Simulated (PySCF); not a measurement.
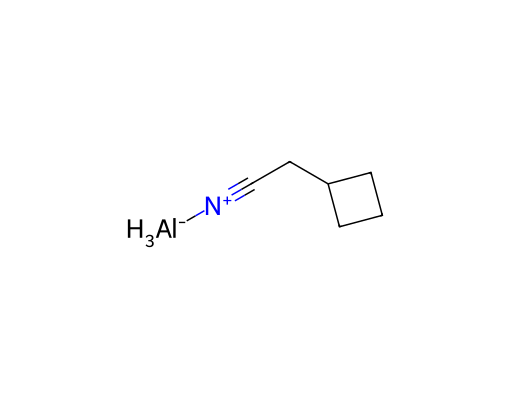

Structural formula above. The computed structure is the end point of a PBE0-D3(BJ)/def2-SVP optimisation. No frequency run is at hand to confirm it as a minimum.

What does the molecule look like in three dimensions?

Formula C6H12AlN. Its SMILES string is `[AlH3-][N+]#CCC1CCC1`. Coordination, clear cases only: 1 Al tetrahedral; 1 N linear; 1 C linear; 1 C tetrahedral.

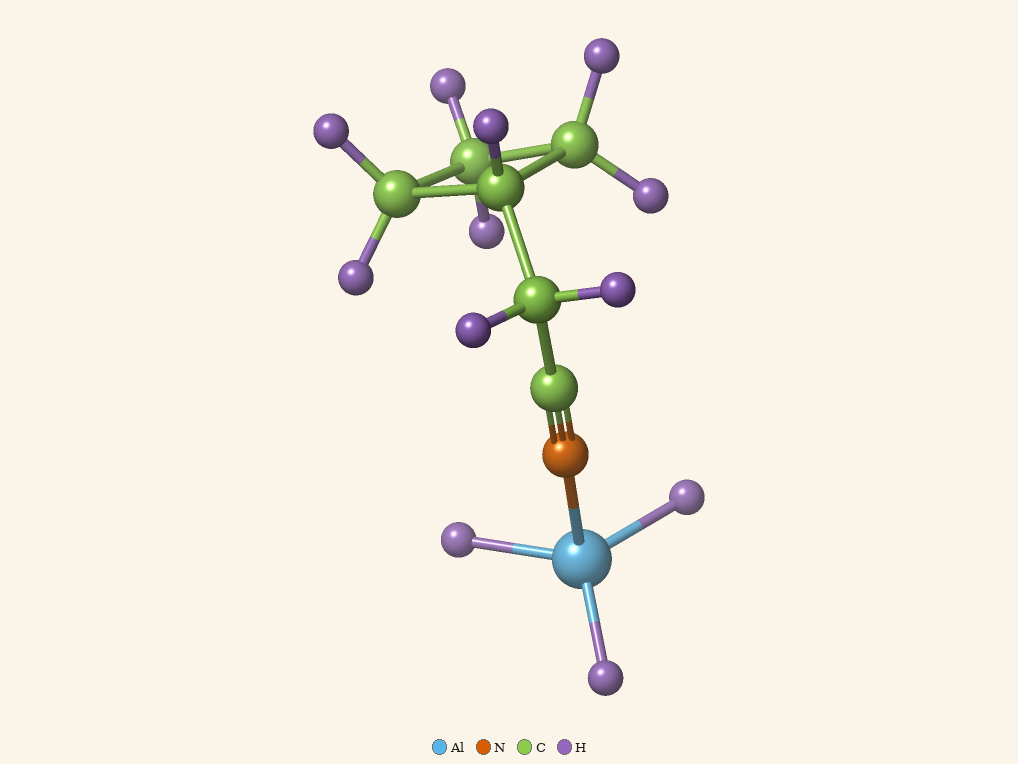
